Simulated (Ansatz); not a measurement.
# A hypothetical structure for CaCu3, part 2 of 2

Starting from a made-up structure for CaCu3, the aim is the relaxed cell, its shortest contacts and, where a second run follows, its electronic structure.

Ansatz 0.2.0; DFT, PBEsol, plane-wave PAW, default files, scalar-relativistic, ferromagnetic start, cell and ions relaxed at zero pressure (the session's first sound run).

So far: Starting point; Relaxing cell and atoms. The relaxed cell has a = 3.975 Å (conventional setting).

### 3. Electronic structure of the relaxed cell

A second self-consistent run takes a narrower smearing and the mesh shown in its input; the bands follow along the standard path of the relaxed lattice.

This step: DFT, PBEsol, plane-wave PAW, default files, scalar-relativistic, no spin, bands and density of states at the relaxed cell (Ansatz 0.2.0).

The input, input.yaml:

```yaml
crystal:
  lattice:
    - [3.9753739924, 0.0, 0.0]
    - [0.0, 3.9753739924, 0.0]
    - [0.0, 0.0, 3.9753739924]
  atoms:
    - { symbol: Cu, position: [0.5, 0.5, 0.0] }
    - { symbol: Cu, position: [0.5, 0.0, 0.5] }
    - { symbol: Cu, position: [0.0, 0.5, 0.5] }
    - { symbol: Ca, position: [0.0, 0.0, 0.0] }
kpoints:
  mp_grid: { grid: [8, 8, 8] }
  band_path:
    path:
      - [[0.0, 0.0, 0.0], [0.0, 0.5, 0.0], [0.5, 0.5, 0.0], [0.0, 0.0, 0.0], [0.5, 0.5, 0.5], [0.0, 0.5, 0.0]]
      - [[0.5, 0.5, 0.0], [0.5, 0.5, 0.5]]
    npoints: 13
scf:
  occupations: { method: fermi_dirac, width: 0.03 }
  n_extra_bands: 8
hamiltonian:
  xc: pbesol
  pseudopotentials: { kind: paw }
output:
  forces: true
  stress: true
  write_bands: true
  dos: { projected: true }
  write_density: true
  write_potential: true
  elf: true
  volumetric_format: npy
```

Command:

```
$ ansatz run input.yaml --threads 4 --pin off --max-ram 8192MiB --backend cpu --events-out ev --progress --plain --runs-dir out
```

Numbers of over 12 decimals in the logs are rounded to 6 here.

Output:

```text
[...]
Crystal: 4 atoms, lattice volume = 62.825 Å³
Basis set: ecut = 420 eV, 1237 PW (Γ), exchange–correlation on 54×54×54 points (8 copies of the dense FFT grid, shifted against one another)
Bands: 42, of which v1, the nominal top of the filled ones, is band 34 counted from 1 (33 counted from 0)
Symmetry: 48 space group operations
[...]
k-points: 35 of 512
[...]
SCF iter   1: F=—  HF=-21559.208694 eV  |F-HF|=—  |Δ(HF+E_count)|=         —  Δρ=1.56e-2  dr2=8.68e-2  ethr=1.77e-3  ⟨swp⟩=7.5  Hψ=6301  notcnv=0  defer=5
[...]
SCF iter   7: F=-21559.186711 eV  HF=-21559.186711 eV  |F-HF|=4.52e-8  |Δ(HF+E_count)|=   1.38e-7  Δρ=1.16e-5  dr2=8.21e-8  ethr=1.49e-10  ⟨swp⟩=10.1  Hψ=9791  notcnv=0
SCF 1 converged in 7 iterations: F = -21559.186711 eV  dr2 = 8.21e-8
[...]
NSCF: frozen V_eff on 80 k-points
SCF converged after 7 iterations
Free energy (F): -21559.186711 eV
[...]
Internal energy: -21559.180318 eV  (E = F + TS)
E sigma→0 (E₀):  -21559.183514 eV
Entropy (-TS):   -0.006393 eV (-1.598 meV/atom)
Fermi energy:    12.773719 eV
[...]
--- Stress (GPa, compression-positive) ---
       -0.011897       0.000000       0.000000
        0.000000      -0.011897       0.000000
        0.000000       0.000000      -0.011897
  P = ⅓ Tr σ = -0.0119 GPa (-0.119 kbar)
--- Band table (eV; the first three rows and the last of 35) ---
  k-point 0: bands = [... 30 lower, 10.7840, 10.7840, 14.5178, 14.5178, 14.5877, 14.5877, 14.5877, 17.9039, ... 4 higher]
  k-point 1: bands = [... 30 lower, 10.6753, 10.7840, 13.0861, 14.5329, 14.6162, 14.6162, 15.6910, 17.8888, ... 4 higher]
  k-point 2: bands = [... 30 lower, 10.4838, 10.7842, 11.5817, 14.5767, 14.6135, 14.6135, 16.5422, 17.8781, ... 4 higher]
  k-point 34: bands = [... 30 lower, 10.6455, 11.7796, 13.0023, 13.0023, 13.0023, 13.0391, 13.0391, 13.0391, ... 4 higher]
```

The job ended after 3.1 s (4 threads of Arm Neoverse V1, shared host; peak memory 0.55 GiB).

Numbers from this step:

| Item | Value |
| --- | --- |
| free energy | -21559.1867 eV |
| energy at zero smearing | -21559.1835 eV |
| smearing term TS | 0.006393 eV |
| Fermi energy | 12.77 eV |
| pressure | -0.01190 GPa |

bands.tsv at the labelled points (eV, zero at the Fermi level; the bands that come nearest the Fermi level along the path):

| point | band 30 | band 31 | band 32 | band 33 | band 34 | band 35 | band 36 | band 37 |
| --- | --- | --- | --- | --- | --- | --- | --- | --- |
| Γ | -1.99 | -1.99 | -1.99 | 1.74 | 1.74 | 1.81 | 1.81 | 1.81 |
| X | -2.61 | -2.54 | -2.28 | -1.99 | 1.70 | 1.70 | 1.89 | 4.96 |
| M | -2.64 | -2.61 | -2.46 | -1.35 | -0.77 | -0.77 | 2.75 | 2.75 |
| Γ | -1.99 | -1.99 | -1.99 | 1.74 | 1.74 | 1.81 | 1.81 | 1.81 |
| R | -2.13 | -2.13 | -0.99 | 0.23 | 0.23 | 0.23 | 0.27 | 0.27 |
| X | -2.61 | -2.54 | -2.28 | -1.99 | 1.70 | 1.70 | 1.89 | 4.96 |
| M | -2.64 | -2.61 | -2.46 | -1.35 | -0.77 | -0.77 | 2.75 | 2.75 |
| R | -2.13 | -2.13 | -0.99 | 0.23 | 0.23 | 0.23 | 0.27 | 0.27 |

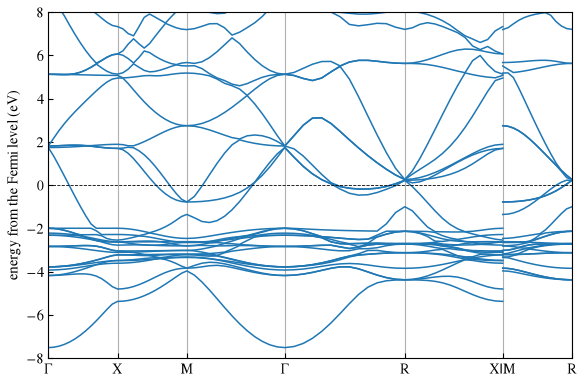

Bands along the path. 16 bands lie wholly below the window drawn.

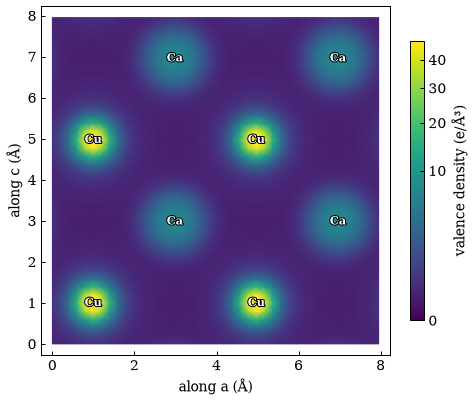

Valence density in the ac plane at fractional y = 0.000, with atoms of Cu and Ca within 0.2 Å of it. It is the smooth field of the valence electrons, not physical close to the nuclei. The map starts off the cell's origin, so that atoms lie inside it. The colour scale is stretched toward low values.

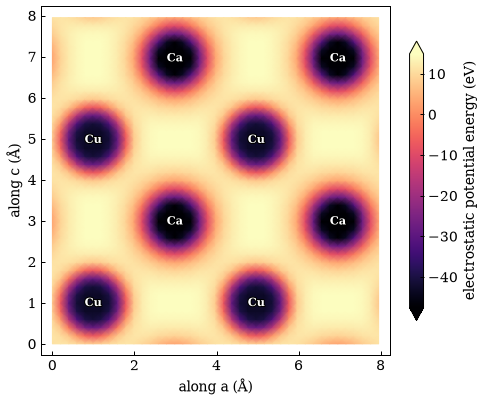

Electrostatic potential energy in the ac plane at fractional y = 0.000, with atoms of Cu and Ca within 0.2 Å of it. With pseudopotentials it is smooth inside the atoms' cores, unlike the true potential. The map starts off the cell's origin, so that atoms lie inside it.

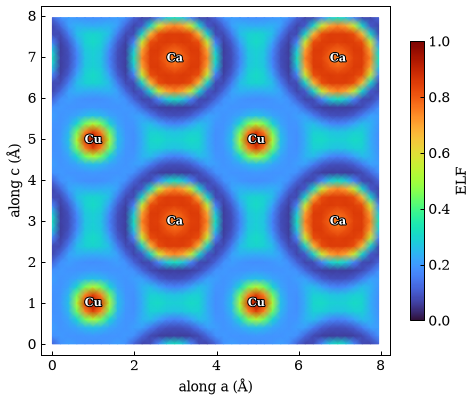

ELF in the ac plane at fractional y = 0.000, with atoms of Cu and Ca within 0.2 Å of it. It is the smooth field of the valence electrons, not physical close to the nuclei. The map starts off the cell's origin, so that atoms lie inside it.

### 4. Summary of results

| Quantity | Value |
| --- | --- |
| space group, relaxed | Pm-3m |
| conventional cell | a = 3.975, b = 3.975, c = 3.975 Å; α = 90.0°, β = 90.0°, γ = 90.0° |
| volume per atom | 15.71 Å³ (guess 16.95) |
| total moment | 0.00 μB in the cell of 4 atoms |

CaCu3 relaxes to Pm-3m with a = 3.975, b = 3.975 and c = 3.975 Å. The guessed volume was 8 % too large. The space group Pm-3m was held in the relaxation, so the end point is a stationary structure within it and may be a saddle against distortions or other arrangements. The moments died out from this one start and weren't seeded again at the relaxed cell. Bands cross the Fermi level, so it is a metal or semimetal at this level. The electron count is odd, which forces that without spin polarisation or a larger cell. On the 8×8×8 mesh with the narrower smearing (relaxed on 7×7×7) the forces vanish, as symmetry may demand, and the largest stress component is 0.012 GPa, within the relaxation's thresholds of 0.015 eV/Å and 0.05 GPa. The cutoff wasn't tested. No dispersion term is used, so weakly bound directions may come out too long. Nothing here tests whether the compound is stable against decomposition.

[Logs are printed without paths, hosts, clocks, repeated set-up lines and the standing remarks that a program may print on its own settings, such as how far it seeks lower states.]

[Hosts, paths, dates, database ids (printed as entryN), source tags and the programs' standing remarks are cut or masked in the printed files.]
